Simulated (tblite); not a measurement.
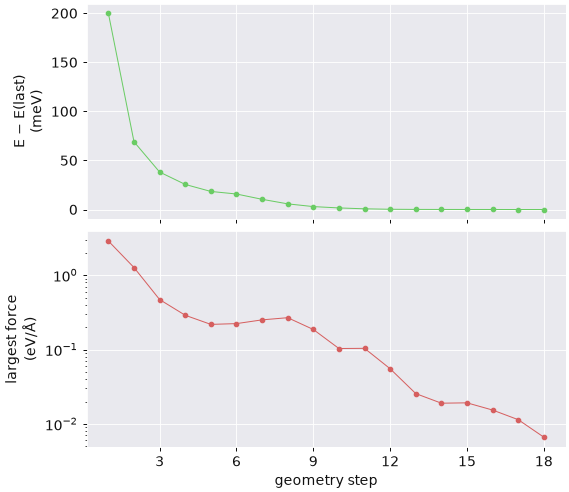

History of a geometry optimisation.

C₃H₂BrN₂ (SMILES Brc1c[nH][c]n1), multiplicity 2; tblite, GFN2-xTB geometry optimisation, gas phase.

How did it end, and what did it gain?

Answer. The optimisation met its thresholds at geometry 18, counting the start as the first. The energy fell by about 200 meV from the first step to the last. The largest force goes from about 2.9 eV/Å at the start to 7 × 10⁻³ eV/Å at the end.
